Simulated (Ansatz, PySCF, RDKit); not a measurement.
CH2O (SMILES C=O) and CH2F2 (SMILES FCF) are pulled apart as rigid monomers along the line of their centres of mass, from the B3LYP-D3(BJ)/def2-TZVP minimum. Starting geometry (charge 0, multiplicity 1):
```xyz
9

C     -0.3321    -0.1009    -0.0157
O      0.6460    -0.7140     0.3174
H     -0.5454     0.1159    -1.0798
H     -1.0646     0.2758     0.7196
F     -0.0730     0.7784     3.2470
C      0.0029    -0.5723     3.4398
F     -1.2056    -1.1133     3.1030
H      0.1833    -0.7608     4.4989
H      0.7608    -0.9750     2.7707
```

Interaction energies with rigid monomers; basis-set methods are counterpoise corrected unless marked otherwise.

Rows in 6-31G* carry no dispersion term and start afresh at each structure (6-31G* with six Cartesian d functions).

Codes used: Ansatz (an electronic-structure program); PySCF for 6-31G* rows; RDKit for the force fields. 

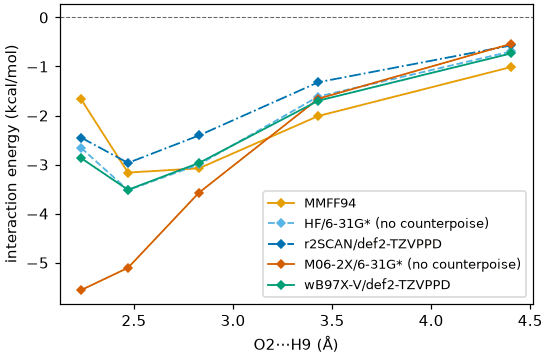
Figure. Interaction energy against separation

Task: Which level binds most strongly at O2···H9 = 2.47, and by how much?

Result: M06-2X/6-31G* (no counterpoise), -5.1 kcal/mol.
